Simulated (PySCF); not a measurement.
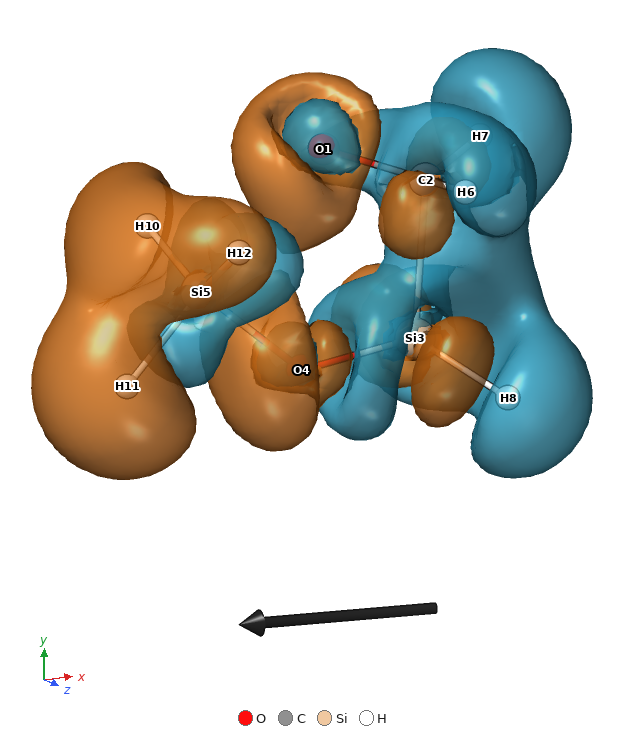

Figure 1: CH₇O₂Si₂, doublet, SMILES `[O]C[SiH2]O[SiH3]`. Change of the electron density in a uniform field of 0.21 V/Å along −x (arrow), surfaces at ±0.001 e/Å³ (light blue: gain, orange: loss).

Method: LDA (SVWN)/6-31G*; geometry: GFN2-xTB; program: PySCF. No frequency check shows the geometry to be a minimum. A basis without diffuse functions makes polarisabilities too small. The stability of the open-shell solution wasn't checked. GFN2-xTB doesn't know the spin state, so this open-shell geometry is rough.

The field was applied in both directions; the picture shows the one opposite to the script's first.

> What dipole is induced, and what polarisability does it imply?

The induced dipole is 0.85 D (along the field); α along this axis, from the fields in both directions, is 81 bohr³ (12.0 Å³).
